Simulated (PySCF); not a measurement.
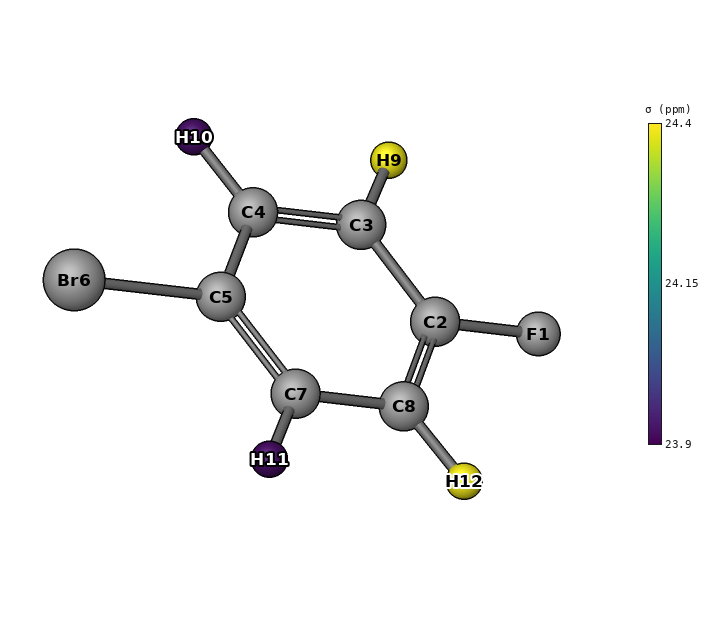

Atoms are coloured by their isotropic NMR shieldings (H only, the others grey). Computed geometry: PBE0-D3(BJ)/def2-SVP optimisation. No frequency run is at hand to confirm it as a minimum. Level of theory: GIAO BP86/pcSseg-1 NMR shielding, non-relativistic, gas phase (PySCF 2.14.0).

Give the isotropic NMR shieldings of the H atoms atom by atom.

```
atom  σ (ppm)
  H9    24.39
 H10    23.92
 H11    23.92
 H12    24.39
```
